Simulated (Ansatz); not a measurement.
**Profile along the Sn–I line in CsSnI3 (cubic perovskite)**

CsSnI$_{3}$ (cubic perovskite)

```
CsSnI3
1.0
    6.13043     0.00000     0.00000
    0.00000     6.13043     0.00000
    0.00000     0.00000     6.13043
Cs Sn I
1 1 3
Direct
  0.00000   0.00000   0.00000
  0.50000   0.50000   0.50000
  0.00000   0.50000   0.50000
  0.50000   0.50000   0.00000
  0.50000   0.00000   0.50000
```

Fields along a shortest Sn–I line of a {100} plane (3.07 Å), from Sn to I, interpolated on the slice's grid (step about 0.3 Å). These are PBEsol (plane waves to 420 eV, PAW, scalar-relativistic; Ansatz, an electronic-structure program) values and carry that method's errors. k mesh 8×8×8. These are valence fields of a PAW run, semicore shells included where kept as valence: close to a nucleus they are smooth pseudo fields. CsSnI3 was relaxed with its symmetry unable to fall. Spin-orbit coupling is left out, though I is heavy. This is a high-temperature form of CsSnI3.

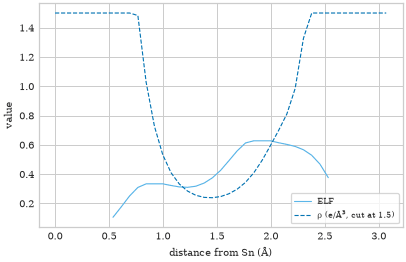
Figure: ELF (away from the nuclei) and valence density from Sn to I.

Density on the Sn–I line (3.07 Å) at its density minimum, 1.5 Å from Sn: 0.24 e/Å³. ELF at that point: 0.4. ELF maximum in the middle third of the Sn–I line: 0.63, 1.9 Å from Sn.
